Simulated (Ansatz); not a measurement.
**Run report: AlPN₂H₈O, molecular dynamics (part 3 of 3)**

The same run, continued: AlPN₂H₈O; RKS B3LYP/6-31G* (Ansatz 0.2.0). It belongs to a series of runs on one base structure; here: dynamics from the highest image of the converged band.

Geometry of the input (Å):
```
Al 0.1130  0.2431  -0.1050
O  0.2050  -0.0360  1.7326
H  -0.5835  -0.3630  2.1989
N  1.5678  -0.1281  -1.0632
H  1.5696  -0.8060  -1.8149
H  2.4503  0.3641  -1.0266
N  -1.5283  -0.1350  -0.7112
H  -2.3503  -0.3117  -0.1479
H  -1.8051  0.0533  -1.6673
P  0.3338  2.7126  0.6365
H  -0.7320  3.2071  1.4308
H  1.4025  3.0913  1.4897
H  0.2260  1.2197  1.6443
```

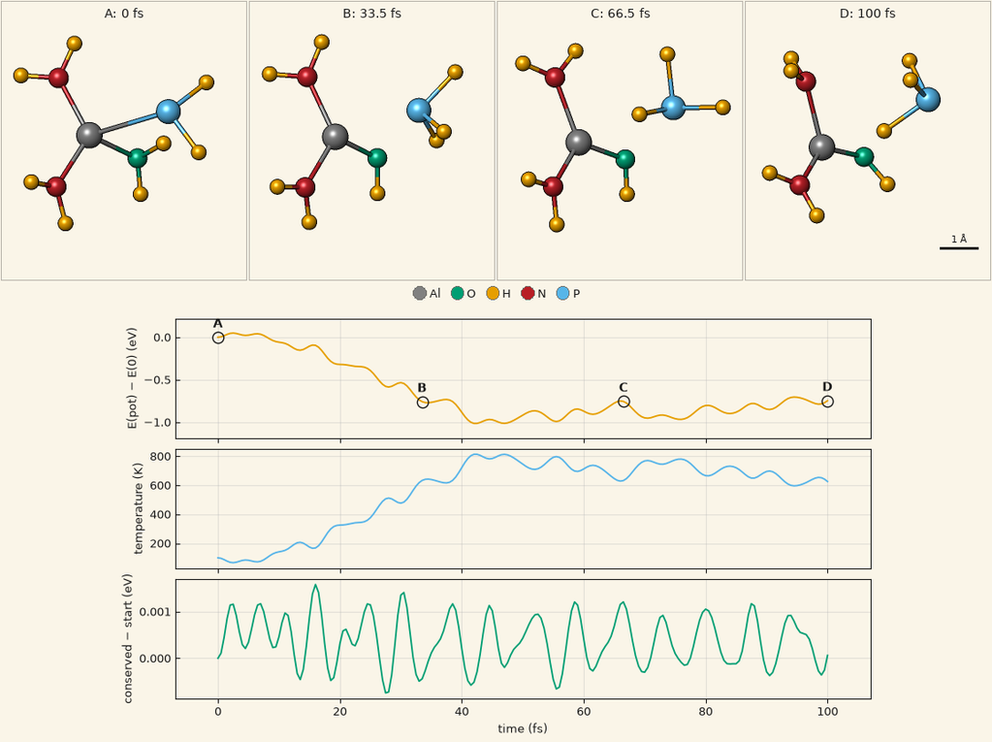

Figure 1. Frames of the molecular dynamics (ball-and-stick, seen at a tilt) above the curves, on which the letters mark them. The trajectory kept here has 201 frames over 100 fs. The temperature starts at 100 K, ranges from 66 to 813 K and averages 701 K over the second half. The potential energy ends 0.747 eV below its first value. The conserved quantity stays within 0.0023 eV. After an unweighted best fit of the last frame on the first, the root-mean-square displacement is 1.24 Å, and H13 has moved furthest (3.15 Å).

```
Total energy: -21045.55352211 eV, -773.4098267490 hartree
Atom 0 at     0.010080    -0.444477    -0.008612 Å, force     1.049758     0.962135    -1.030352 eV/Å
Atom 1 at     0.354658    -0.903133     1.594179 Å, force    -0.177099    -0.157531     0.134833 eV/Å
Atom 2 at    -0.267415    -0.787374     2.316911 Å, force    -0.128249    -0.117327     0.136021 eV/Å
Atom 3 at     1.473738     0.075271    -0.976600 Å, force    -0.573047    -0.572162     0.498576 eV/Å
Atom 4 at     1.359418     0.644211    -1.795638 Å, force    -0.329348     0.313038    -0.365282 eV/Å
Atom 5 at     2.281216    -0.496226    -1.144485 Å, force     0.485922    -0.305551     0.246607 eV/Å
Atom 6 at    -1.491423    -0.005819    -0.866986 Å, force    -0.663704     0.157686     0.196966 eV/Å
Atom 7 at    -2.374103     0.334599    -0.466764 Å, force     0.480464    -0.346086    -0.408385 eV/Å
Atom 8 at    -1.472298     0.093991    -1.887333 Å, force    -0.129437     0.012498     0.596798 eV/Å
Atom 9 at     0.344294     3.510784     0.808630 Å, force    -0.409780    -1.220825     0.816282 eV/Å
Atom 10 at    -0.407154     2.433854     0.162445 Å, force     0.301792     0.624902     0.231993 eV/Å
Atom 11 at     1.588335     2.906136     0.497000 Å, force     0.075611     0.054288    -0.075870 eV/Å
Atom 12 at     0.319815     4.344268    -0.285732 Å, force     0.017117     0.594936    -0.978188 eV/Å
Dipole moment:    -0.337152    -0.059024    -0.372071 e Å
```

**Trajectory as extended XYZ (Å, eV, eV/Å), 8 of the 201 frames kept, from step=0 to step=200**
```
13
Properties=species:S:1:pos:R:3:forces:R:3 step=0 time_fs=0.0 energy=-21044.80601 temperature=100.0
Al    0.1130    0.2431   -0.1050    0.0155   0.0113   0.0110
O     0.2050   -0.0360    1.7326   -0.0034   0.0003   0.0063
H    -0.5835   -0.3630    2.1989   -0.0046  -0.0001  -0.0061
N     1.5678   -0.1281   -1.0632   -0.0206   0.0021  -0.0103
H     1.5696   -0.8060   -1.8149    0.0170  -0.0025   0.0051
H     2.4503    0.3641   -1.0266   -0.0002   0.0000  -0.0064
N    -1.5283   -0.1350   -0.7112    0.0094  -0.0026   0.0028
H    -2.3503   -0.3117   -0.1479   -0.0081   0.0024  -0.0054
H    -1.8051    0.0533   -1.6673   -0.0096  -0.0034   0.0005
P     0.3338    2.7126    0.6365    0.0014   0.0000   0.0029
H    -0.7320    3.2071    1.4308    0.0006   0.0000  -0.0032
H     1.4025    3.0913    1.4897   -0.0020  -0.0028  -0.0025
H     0.2260    1.2197    1.6443    0.0047  -0.0046   0.0054
13
Properties=species:S:1:pos:R:3:forces:R:3 step=29 time_fs=14.5 energy=-21044.93132 temperature=188.3
Al    0.1194    0.2409   -0.1023   -0.5417  -1.5566   1.1813
O     0.2040   -0.0944    1.6801    0.4995  -0.1250  -0.8924
H    -0.6073   -0.3448    2.1197   -0.4768  -0.2608   0.1912
N     1.5786   -0.1493   -1.0317    0.3860   0.3574  -0.2414
H     1.5693   -0.7955   -1.8046   -0.2026  -0.1944  -0.1901
H     2.4535    0.3546   -1.0623    0.0585   0.1187   0.1500
N    -1.5419   -0.1284   -0.6842    0.2034   0.4502  -1.0611
H    -2.2849   -0.4548   -0.0882   -0.2170  -0.0483   0.0717
H    -1.8689   -0.0133   -1.6549    0.1518  -0.0843   0.7770
P     0.3322    2.7405    0.6431    0.0731   1.8724  -0.4712
H    -0.7188    3.3665    1.3746    0.1488   0.1619  -0.2472
H     1.3955    3.0469    1.5219    0.1775   0.4426  -0.1115
H     0.1716    1.6271    1.4485   -0.2606  -1.1338   0.8436
13
Properties=species:S:1:pos:R:3:forces:R:3 step=57 time_fs=28.5 energy=-21045.38364 temperature=506.0
Al    0.1046    0.1579   -0.0600    0.8176  -0.6405  -1.3876
O     0.2045   -0.1834    1.6028   -0.6526  -0.5251   1.4388
H    -0.6360   -0.5028    1.9936    0.6476   0.1969  -0.1223
N     1.6056   -0.1417   -1.0287   -0.5897  -0.0127  -0.1380
H     1.5089   -0.7493   -1.8434    0.2105   0.2858   0.1699
H     2.4879    0.3540   -1.0389   -0.0919  -0.0644  -0.0254
N    -1.5448   -0.0975   -0.6811   -0.3255  -0.2906   1.0080
H    -2.2334   -0.5460   -0.0713    0.2192   0.2124  -0.2406
H    -1.9304   -0.0238   -1.5912   -0.2190   0.1932  -0.9630
P     0.3358    2.8123    0.6576   -0.2569   1.2140  -0.5346
H    -0.6412    3.8018    1.0254    0.2016  -0.4053  -0.2118
H     1.4224    3.4543    1.2886    0.1803  -0.0550   0.0258
H     0.0720    1.8881    1.6524   -0.1412  -0.1087   0.9809
13
Properties=species:S:1:pos:R:3:forces:R:3 step=86 time_fs=43.0 energy=-21045.80977 temperature=806.0
Al    0.1239    0.0272   -0.0766   -0.9328  -0.1240   0.8735
O     0.1968   -0.3080    1.6299    0.5267   0.2550  -0.2354
H    -0.5382   -0.7414    2.0653   -0.2734  -0.0694   0.0844
N     1.5899   -0.1189   -1.0455    0.0841   0.2128  -0.0035
H     1.5783   -0.5643   -1.9420    0.1384  -0.1553  -0.4956
H     2.4532    0.3754   -0.8857    0.1809  -0.0188  -0.0219
N    -1.5758   -0.0648   -0.6853    0.2242   0.4326  -1.6173
H    -2.3067   -0.5457   -0.1921   -0.2835  -0.1419   0.2149
H    -1.8793    0.1057   -1.6687    0.3697  -0.2098   1.1588
P     0.3354    2.9156    0.6903   -0.2143   0.3011  -0.6457
H    -0.5463    4.0321    0.4350    0.2778  -0.4742   0.0367
H     1.4867    3.7219    0.8614    0.1376  -0.0015  -0.0826
H     0.0700    2.8236    2.0453   -0.2355  -0.0067   0.7337
13
Properties=species:S:1:pos:R:3:forces:R:3 step=114 time_fs=57.0 energy=-21045.73660 temperature=754.6
Al    0.0978   -0.1112   -0.0572    0.0861   0.0604   0.2089
O     0.2204   -0.4225    1.6610    0.3458   0.0349  -0.6868
H    -0.5115   -0.8742    2.0899   -0.1576  -0.0487   0.0753
N     1.5890   -0.0839   -1.1026    0.0096   0.2041   0.1003
H     1.7408   -0.2929   -2.0942   -0.4471   0.0857   0.5519
H     2.4667    0.2753   -0.7268   -0.2300  -0.1717   0.0204
N    -1.5745   -0.0281   -0.7291    0.4030  -0.5888   1.4132
H    -2.3868   -0.4521   -0.2774    0.3126   0.2440  -0.2083
H    -1.7770    0.2115   -1.6622   -0.3628   0.2769  -1.3087
P     0.3335    3.0282    0.7513   -0.1584  -0.0651  -1.8369
H    -0.4337    3.8129   -0.2195    0.1472  -0.5143   0.6637
H     1.4970    3.7132    0.3136    0.2696  -0.0965   0.2119
H     0.0995    3.8815    1.8088   -0.2180   0.5791   0.7952
13
Properties=species:S:1:pos:R:3:forces:R:3 step=143 time_fs=71.5 energy=-21045.74270 temperature=759.0
Al    0.0731   -0.2484   -0.0288    0.3983   0.5441  -1.0221
O     0.2694   -0.5509    1.6367   -0.5256  -0.6462   0.6041
H    -0.5004   -0.9166    2.1196    0.5994   0.3182  -0.2442
N     1.5353   -0.0235   -1.0833   -0.7276  -0.1537   1.2831
H     1.5549    0.0453   -2.0788    0.0209   0.0402  -0.5597
H     2.4638   -0.0507   -0.6898    0.1844  -0.0125  -0.0789
N    -1.5315   -0.0047   -0.7806   -0.2623   0.1289  -0.9854
H    -2.4226   -0.2116   -0.3479   -0.0036   0.0291   0.0367
H    -1.6943    0.2664   -1.7707    0.2719  -0.3338   1.0444
P     0.3340    3.1758    0.7912   -0.2530  -1.1288  -0.7894
H    -0.4339    3.2622   -0.4418    0.3750   0.0695   0.5432
H     1.5816    3.3890    0.1564    0.0891   0.0835  -0.0660
H     0.1609    4.4997    1.1319   -0.1668   1.0616   0.2342
13
Properties=species:S:1:pos:R:3:forces:R:3 step=171 time_fs=85.5 energy=-21045.67045 temperature=707.9
Al    0.0611   -0.3525   -0.0433   -0.9566   0.0429   1.2543
O     0.3162   -0.7139    1.6220    0.3435  -0.0545  -0.6592
H    -0.3685   -0.8426    2.2711   -0.4431  -0.0787   0.3165
N     1.4538    0.0299   -0.9935    1.1815   0.1018  -1.1846
H     1.3025    0.3925   -1.9423    0.4297  -0.2815   0.4858
H     2.3718   -0.4001   -0.8800   -0.2629   0.3183  -0.2147
N    -1.4940   -0.0015   -0.8269   -0.2079  -0.2512   0.8550
H    -2.4126    0.0957   -0.4199   -0.0302  -0.0449   0.1161
H    -1.5367    0.2139   -1.7943   -0.0693   0.1684  -1.0041
P     0.3376    3.3361    0.8148   -0.3483  -1.0948  -0.5605
H    -0.3793    2.7677   -0.3329    0.1945   0.3020   0.7490
H     1.5632    3.0913    0.1518    0.2672  -0.0034   0.1204
H     0.2503    4.6277    0.3174   -0.0982   0.8755  -0.2740
13
Properties=species:S:1:pos:R:3:forces:R:3 step=200 time_fs=100.0 energy=-21045.55322 temperature=625.6
Al    0.0101   -0.4445   -0.0086    1.0498   0.9621  -1.0304
O     0.3547   -0.9031    1.5942   -0.1771  -0.1575   0.1348
H    -0.2674   -0.7874    2.3169   -0.1282  -0.1173   0.1360
N     1.4737    0.0753   -0.9766   -0.5730  -0.5722   0.4986
H     1.3594    0.6442   -1.7956   -0.3293   0.3130  -0.3653
H     2.2812   -0.4962   -1.1445    0.4859  -0.3056   0.2466
N    -1.4914   -0.0058   -0.8670   -0.6637   0.1577   0.1970
H    -2.3741    0.3346   -0.4668    0.4805  -0.3461  -0.4084
H    -1.4723    0.0940   -1.8873   -0.1294   0.0125   0.5968
P     0.3443    3.5108    0.8086   -0.4098  -1.2208   0.8163
H    -0.4072    2.4339    0.1624    0.3018   0.6249   0.2320
H     1.5883    2.9061    0.4970    0.0756   0.0543  -0.0759
H     0.3198    4.3443   -0.2857    0.0171   0.5949  -0.9782
```

**Results in brief**

| quantity | value |
| --- | --- |
| outcome | finished |
| mean temperature over the second half | 701 K |
| trajectory | 200 steps, 100 fs |
| ensemble | nve |
| temperature in the input | 100.0 K |
| time step | 0.5 fs |
| potential energy (last step) | −21045.5535 eV |
| mean-field energy (last step) | −21045.5535 eV |
| largest force (length of the vector) (last step) | 1.758 eV/Å |
| hardware | 2 threads of Arm Neoverse V2, 24 GiB of memory available, shared host |
| wall time | 8.7 min (CPU time 17 min) |
| peak memory | 0.22 GiB |

So short a trajectory is not equilibrated.
